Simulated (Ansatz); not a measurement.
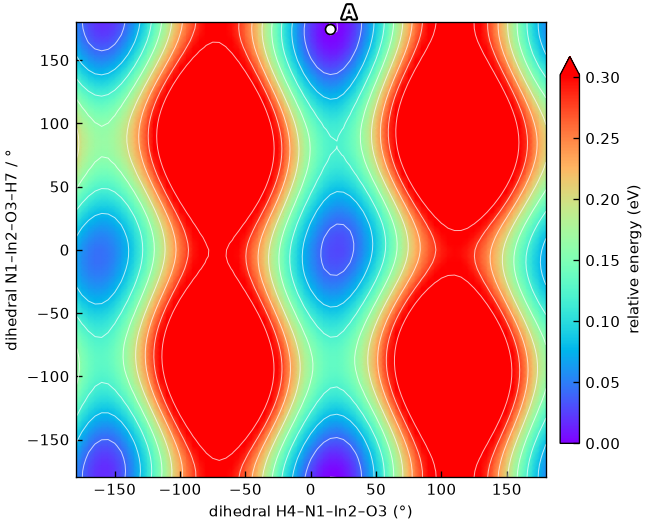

H₄InNO, SMILES [NH2][InH][OH]. The first coordinate is: dihedral H4–N1–In2–O3; the second: dihedral N1–In2–O3–H7. Nothing is relaxed (all other coordinates rigid). The scan uses an 18 × 18 grid. Points are written as (first, second). All energies are given in eV relative to the lowest grid point. Method: RKS PBE0-D4/def2-SVP (Ansatz 0.2.0).

Drawn: a smooth colour map with a few white contour lines, one colour for all values above the top of the scale, the point A. Between grid points the surface is interpolated.

**Find the lowest pass out of the well at A.**

The easiest path leads from the well at about (15°, 175°) to the well at (20°, 0°), about 0.029 eV higher (on a rigid scan; wells that are mirror images or exchange like atoms can differ by this much). Its highest point lies about 0.12 eV above the bottom of the first well on the interpolated surface, at (20°, 80°). Seen from the upper well the barrier is about 0.093 eV. The start is the relaxed structure and all else is held, so a fully relaxed path at this level can only be lower.

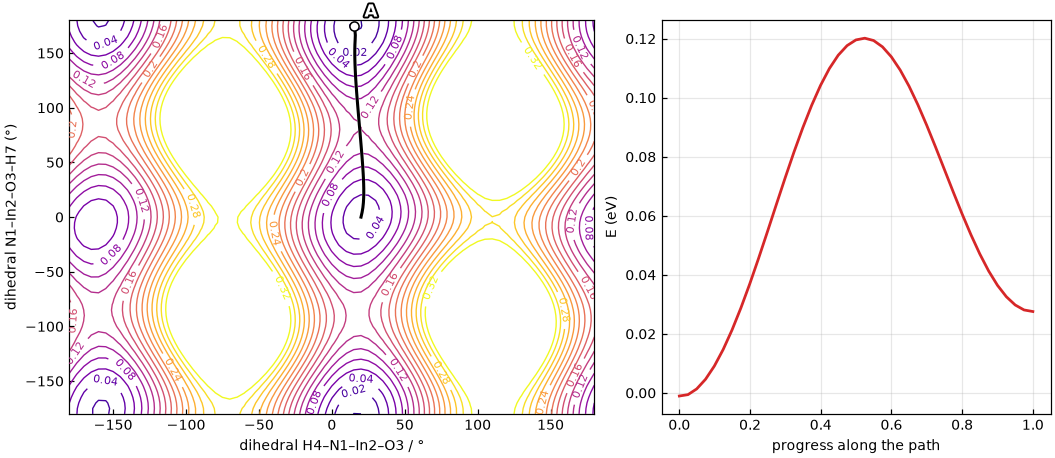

Drawn: contour lines labelled in eV (none above 0.32), a line along the lowest path, the energy along the path at the right. Between grid points the surface is interpolated.
